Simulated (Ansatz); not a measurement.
**F4H2OW···HF: density, localisation and related maps**

The calculation's input:

```
crystal:
  periodic: [false, false, false]
  atoms:
    - { symbol: W, position_ang: [0.128448, 0.315049, -0.321519] }
    - { symbol: F, position_ang: [0.794317, -0.309903, 2.589842] }
    - { symbol: H, position_ang: [1.639397, -0.396751, -0.111303] }
    - { symbol: F, position_ang: [-0.451593, 1.850427, -1.192898] }
    - { symbol: F, position_ang: [-1.237798, 0.460702, 0.949891] }
    - { symbol: F, position_ang: [-0.364978, -1.464971, -0.23585] }
    - { symbol: F, position_ang: [0.591048, -0.118038, -2.066945] }
    - { symbol: O, position_ang: [1.117798, 1.522122, 0.779714] }
    - { symbol: H, position_ang: [1.918584, 1.20501, 1.218427] }
    - { symbol: H, position_ang: [0.286675, 0.464054, 2.54334] }
basis:
  gaussian: { orbitals: def2-SVP }
hamiltonian:
  xc: pbe0
  dispersion: d4
relax:
  f_tol: 0.03
  max_steps: 50
output:
  orbitals: {}
```

Command:

```sh
ansatz run input.yaml --threads 4 --pin off --max-ram 5120MiB --backend cpu --events-out ev --progress --plain --runs-dir out
```

The fields are those of the run's last geometry, not of the input's.

Core potentials replace the inner electrons of W.

Computed with RKS PBE0-D4/def2-SVP (Ansatz).

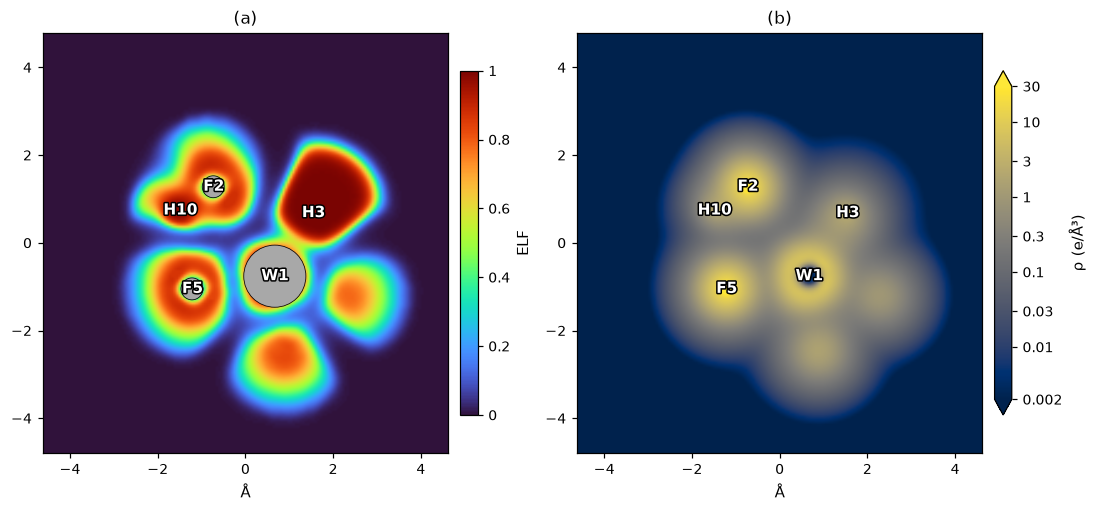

Figure 1. (a) electron localisation function; (b) electron density on the plane of atoms H3, W1 and F5. Grey discs cover the atomic cores in the ELF map.

What does the map show?

Answer. The section cuts through W, F and H sites. W1···F2 (2.48 Å): the density falls to about 0.21 e/Å³ on the way; the ELF dips to about 0.05 between them. F–H (0.94 Å): the density is about 4.5 e/Å³ at the midpoint; the ELF climbs to about 1 towards the hydrogen, as it does in any bond to H; an ordinary covalent bond to hydrogen. W–F (1.91 Å): ρ is about 0.96 e/Å³ halfway; the ELF peaks at about 0.85 in the valence shell of F, 0.5 Å from its nucleus, and drops to about 0.20 between the two atoms. W–H (1.69 Å): the density is about 1.7 e/Å³ at the midpoint; the ELF climbs to about 1 towards the hydrogen. The ELF also peaks beside F2, away from the bonds: lone-pair regions.

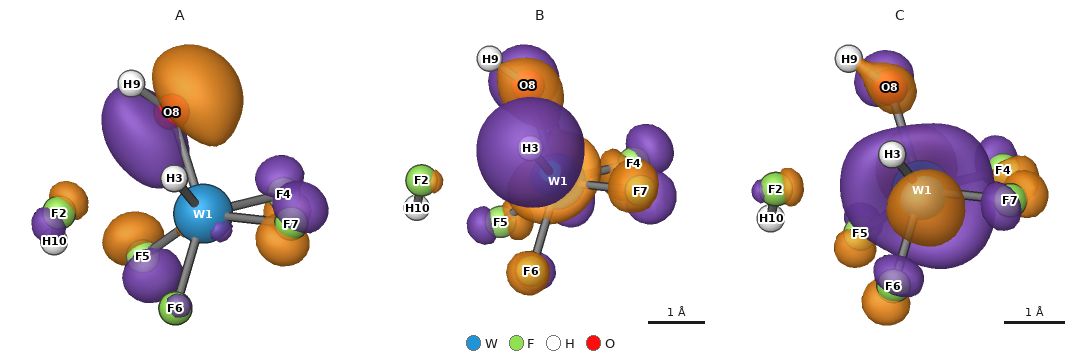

Figure 2. Three frontier orbitals at ±0.15 Å⁻³ᐟ² (orange and purple are the two phases), in no order.

Order the three orbitals by energy and name them.

Answer. A is the HOMO−1 (−11.05 eV). Its weight (Hirshfeld) is mainly on O8 (about 60 %), F5 (about 10 %) and F7 (about 10 %). B is the HOMO (−9.38 eV). Its weight (Hirshfeld) is mainly on H3 (about 30 %), W1 (about 25 %), O8 (about 15 %), F7 (about 10 %) and F4 (about 10 %). C is the LUMO (−3.57 eV). By Hirshfeld shares it lies mainly on W1 (about 65 %), O8 (about 10 %) and F6 (about 5 %).

What is the HOMO–LUMO gap?

Answer. 5.81 eV between the orbital energies.

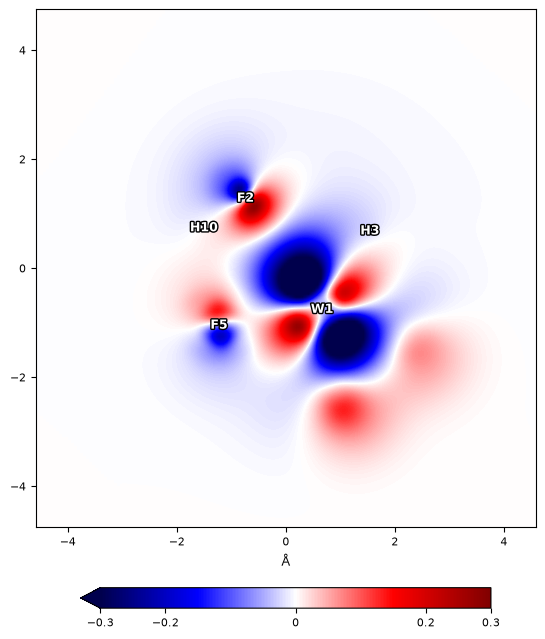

Figure 3. The LUMO on the plane of atoms H3, W1 and F5 (values in Å⁻³ᐟ²; the overall sign is arbitrary).

What is the character of this orbital?

Answer. Its weight (Hirshfeld) is mainly on W1 (about 65 %), O8 (about 10 %) and F6 (about 5 %). Its energy is −3.57 eV.
